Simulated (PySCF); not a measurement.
**One shape, several levels: AsH3 (arsine)**

Aim: a comparison of 6 runs (HF/STO-3G, HF/3-21G, B3LYP/6-31G*, B2PLYP/cc-pVTZ, wB97M-V/cc-pVTZ, SCS-MP2/cc-pVTZ) of AsH3 (arsine). 

Program for the calculation: PySCF 2.14.0.

1 further run of the same task is left out (set aside as unsound or not needed). Runs told in other sessions of the task aren't counted.

## Step 1: Starting point

AsH3: 4 atoms, total charge 0, spin state singlet. As SMILES, `[AsH3]`. Geometry: relaxed at PBE0-D4/def2-TZVP.

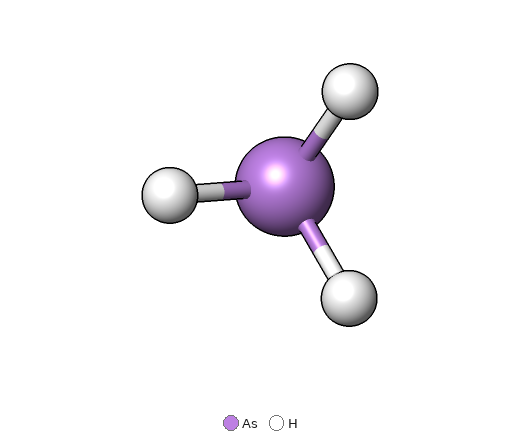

Viewed from a chosen angle; arsenic purple, hydrogen white.

## Step 2: The energy at HF/STO-3G (run 1)

job.py reads:

```python
from pyscf import gto

system = gto.M(
    atom='''
As  -0.215800   0.487600  -0.346000
H    0.349900   0.630300   1.059400
H   -1.068000  -0.705500   0.061100
H    0.933900  -0.412500  -0.774500
''',
    charge=0,
    spin=0,
    max_memory=1860,
    basis='sto-3g',
    verbose=3,
)

hf = system.RHF()
hf.conv_tol = 1e-10
hf.kernel()
if not hf.converged:
    hf = hf.newton().run(hf.mo_coeff, hf.mo_occ)

e_tot = hf.e_tot
print('E(%s) = %.9f' % ('HF', e_tot))
```

Launch:

```
$ OMP_NUM_THREADS=1 python job.py
```

Standard output:

```text
converged SCF energy = -2211.00798932087
E(HF) = -2211.007989321
```

Run time: 0.6 s. Hardware: 1 thread of Arm Neoverse V2, shared host; peak memory 0.12 GiB.

## Step 3: A single-point energy at HF/3-21G (run 2)

job.py reads:

```python
# [AsH3]
from pyscf import gto

system = gto.M(
    atom='''
As  -0.215800   0.487600  -0.346000
H    0.349900   0.630300   1.059400
H   -1.068000  -0.705500   0.061100
H    0.933900  -0.412500  -0.774500
''',
    verbose=3,
    basis='3-21g',
    spin=0,
    charge=0,
    max_memory=1860,
)

mf = system.RHF()
mf.conv_tol = 1e-10
mf.kernel()
if not mf.converged:
    mf = mf.newton().run(mf.mo_coeff, mf.mo_occ)

energy = mf.e_tot
print('E = %.10f Eh' % energy)
```

Launch:

```
$ OMP_NUM_THREADS=1 python job.py
```

Standard output:

```text
converged SCF energy = -2225.12808032485
E = -2225.1280803248 Eh
```

It took 0.62 s on 1 thread of Arm Neoverse V2, shared host; peak memory 0.12 GiB.

Run 3 isn't shown in full; the table further down has it.

## Step 4: The energy at B2PLYP/cc-pVTZ (run 4)

calc.py reads:

```python
from pyscf import gto, dft, mp

mol = gto.Mole()
mol.atom = [
    ('As', (-0.215800, 0.487600, -0.346000)),
    ('H', (0.349900, 0.630300, 1.059400)),
    ('H', (-1.068000, -0.705500, 0.061100)),
    ('H', (0.933900, -0.412500, -0.774500)),
]
mol.verbose = 3
mol.max_memory = 1860
mol.basis = 'cc-pvtz'
mol.charge = 0
mol.build()

mf = dft.RKS(mol, xc='0.53*HF + 0.47*B88, 0.73*LYP')
mf.grids.level = 5
mf.conv_tol = 1e-10
mf.kernel()
if not mf.converged:
    mf = mf.newton().run(mf.mo_coeff, mf.mo_occ)

pt = mp.MP2(mf, frozen=9).run()
etot = mf.e_tot + 0.27 * pt.e_corr
print('PT2 part  %.8f' % (0.27 * pt.e_corr))
print(f'total energy: {etot:.8f} hartree')
```

Launch:

```
$ OMP_NUM_THREADS=1 python calc.py
```

Standard output:

```text
converged SCF energy = -2237.23239791149
E(RMP2) = -2237.51699402064  E_corr = -0.284596109154895
E(SCS-RMP2) = -2237.51499085729  E_corr = -0.282592945801484
PT2 part  -0.07684095
total energy: -2237.30923886 hartree
```

Wall time 6.9 s (1 thread of Arm Neoverse V2, shared host); peak memory 0.4 GiB.

Run 5 isn't shown in full; the table further down has it.

## Step 5: A single-point energy at SCS-MP2/cc-pVTZ (run 6)

input.xyz reads:

```xyz
4
AsH3
As    -0.215800     0.487600    -0.346000
H      0.349900     0.630300     1.059400
H     -1.068000    -0.705500     0.061100
H      0.933900    -0.412500    -0.774500
```

calc.py reads:

```python
from pyscf import gto, mp

mol = gto.M(
    atom='input.xyz',
    max_memory=1860,
    basis='cc-pvtz',
    verbose=4,
)

mf = mol.RHF()
mf.conv_tol = 1e-10
mf.kernel()
if not mf.converged:
    mf = mf.newton().run(mf.mo_coeff, mf.mo_occ)

pt = mp.MP2(mf, frozen=9).run()
e_final = mf.e_tot + 1.2 * pt.e_corr_os + pt.e_corr_ss / 3
print('E(%s) = %.9f' % ('SCS-MP2', e_final))
```

Launch:

```
$ OMP_NUM_THREADS=1 python calc.py
```

Standard output:

```text
PySCF version 2.14.0

[... 56 lines left out ...]
converged SCF energy = -2235.97338561424
[... 1 line left out ...]
******** <class 'pyscf.mp.mp2.RMP2'> ********
nocc = 9, nmo = 76
frozen orbitals 9
E(RMP2) = -2236.20509951106  E_corr = -0.231713896815076
E(SCS-RMP2) = -2236.20430340719  E_corr = -0.230917792944798
E_corr(same-spin) = -0.0543910191153386
E_corr(oppo-spin) = -0.177322877699738
E(SCS-MP2) = -2236.204303407
```

Wall time 1.8 s (1 thread of Arm Neoverse V2, shared host); peak memory 0.18 GiB.

## Step 6: Overview of the runs

```csv
run,level,integration grid,frozen core orbitals,energy (Eh),dipole moment (D) of the reference,HOMO energy (eV),LUMO energy (eV),wall time
1,HF/STO-3G,–,–,-2211.007989,0.84,-7.91,11.10,0.6 s
2,HF/3-21G,–,–,-2225.128080,0.55,-10.24,4.31,0.62 s
3,B3LYP/6-31G* (spherical functions),5,–,-2237.412872,0.57,-7.54,0.68,2.8 s
4,B2PLYP/cc-pVTZ,5,9,-2237.309239,0.31,-8.78,1.67,6.9 s
5,wB97M-V/cc-pVTZ,5,–,-2237.563188,0.29,-10.02,2.42,28 s
6,SCS-MP2/cc-pVTZ,–,9,-2236.204303,0.35,-10.38,3.57,1.8 s
```

## Step 7: What came out

```
                                          quantity           value
                               run 6: total energy  -2236.20430 Eh
       run 6: dipole moment (Hartree–Fock density)          0.35 D
        run 6: HOMO energy (Hartree–Fock orbitals)       -10.38 eV
        run 6: LUMO energy (Hartree–Fock orbitals)         3.57 eV
      run 6: HOMO–LUMO gap (Hartree–Fock orbitals)        13.96 eV
run 6: correlation energy (9 core orbitals frozen)      -230.9 mEh
```

What this shows: Over runs 1, 2, 3, 4, 5 the dipole moment (its size) runs from 0.29 D (wB97M-V/cc-pVTZ) to 0.84 D (HF/STO-3G). The two ends differ in method and basis. Over runs 1, 2, 3, 4, 5 the HOMO–LUMO gap runs from 8.22 eV (B3LYP/6-31G*) to 19.01 eV (HF/STO-3G). Totals of different functionals can't be ranked against each other. In run 1 the basis is minimal, so the values are rough. All runs together took 41 s, the longest 28 s.
